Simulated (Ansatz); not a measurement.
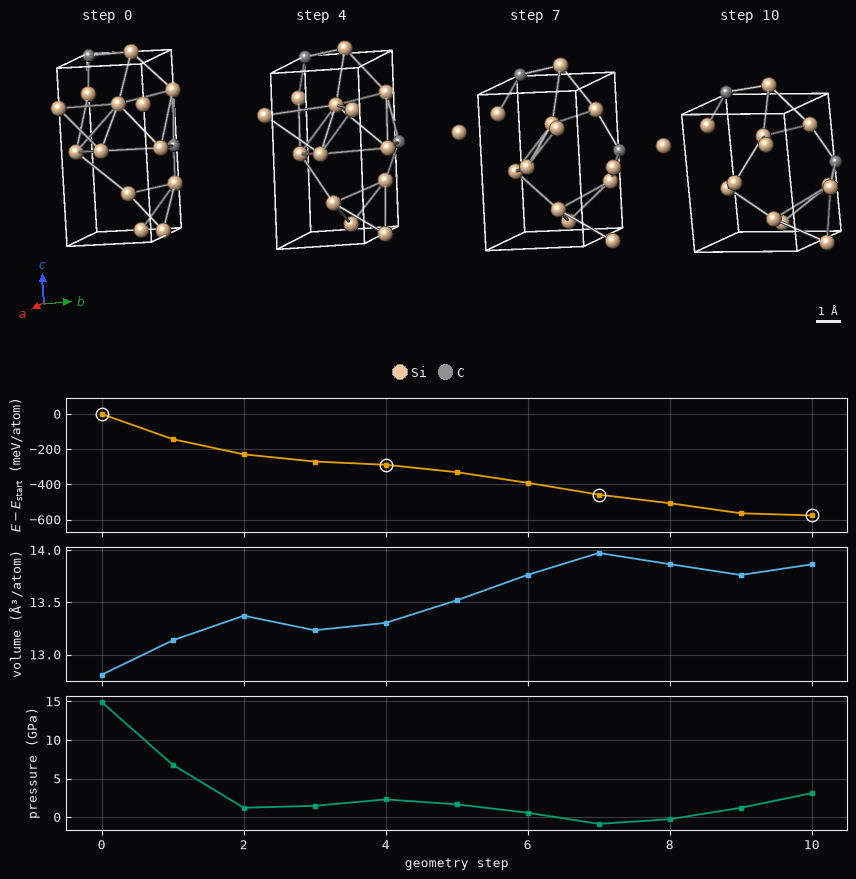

Frames of a relaxation of a crystal of Si4C (a generated structure, set up in P1) (coarse preliminary run), marked on the history of the run. Style: ball-and-stick. Shown: the cell of the calculation, from a free direction.

The calculation used Ansatz, DFT PBE, scalar-relativistic, plane waves, PAW. Set-up: plane-wave cutoff 420 eV; k-point mesh 6 × 6 × 4; occupations gaussian; smearing width 0.2 eV; no spin polarisation; cell and atoms relaxed; force threshold 0.025 eV/Å; at most 60 steps.

Question: Describe the path.

Answer: The run was cut off at its time limit before the relaxation converged, so the last structure is only a point on the way. After 10 geometry steps the energy has fallen by 577 meV per atom. The largest force component goes from 4.5 to 0.83 eV/Å. Pressure: 14.92 GPa at the start and 3.11 GPa at the end. A Si atom moves most relative to the cell: 0.98 Å along [−1 3 −2]. By element the largest moves are Si 0.98 Å, C 0.65 Å. Cell: a 4.100 → 4.807 Å (+17.3 %), b 4.108 → 4.738 Å (+15.3 %), c 7.936 → 6.203 Å (−21.8 %), α 81.2° → 86.0°, β 79.8° → 79.6°, γ 78.8° → 88.9°. Volume +8.2 %. Among the contacts that change: Si–Si 2.694 → 4.308 Å, Si–Si 3.925 → 2.369 Å, Si–Si 2.541 → 4.083 Å, Si–Si 2.512 → 3.952 Å. Bond angles that change, for instance: C–Si–C 171.1° → 109.7°, Si–C–Si 167.9° → 121.2°, Si–Si–Si 62.0° → 103.2°. The space group stays P1 (No. 1). From step 0 to 4: a Si atom moves most (0.58 Å), volume +3.9 %, energy −289 meV per atom. From step 4 to 7: a Si atom moves most (0.53 Å), volume +5.0 %, energy −170 meV per atom. From step 7 to 10: a Si atom moves most (0.42 Å), volume −0.8 %, energy −119 meV per atom.

```tsv
step	E − E(0), meV/atom	largest force component, eV/Å	pressure, GPa	volume, Å³/atom
0	0.00	4.4887	14.92	12.807
1	-142.95	1.9015	6.80	13.136
2	-229.33	0.7026	1.22	13.372
3	-270.13	0.4063	1.46	13.233
4	-288.64	1.0482	2.30	13.303
5	-330.70	1.0089	1.66	13.519
6	-391.18	1.4447	0.57	13.763
7	-458.38	0.5737	-0.88	13.972
8	-507.04	0.9238	-0.27	13.865
9	-564.21	0.9852	1.21	13.761
10	-576.91	0.8305	3.11	13.863
```
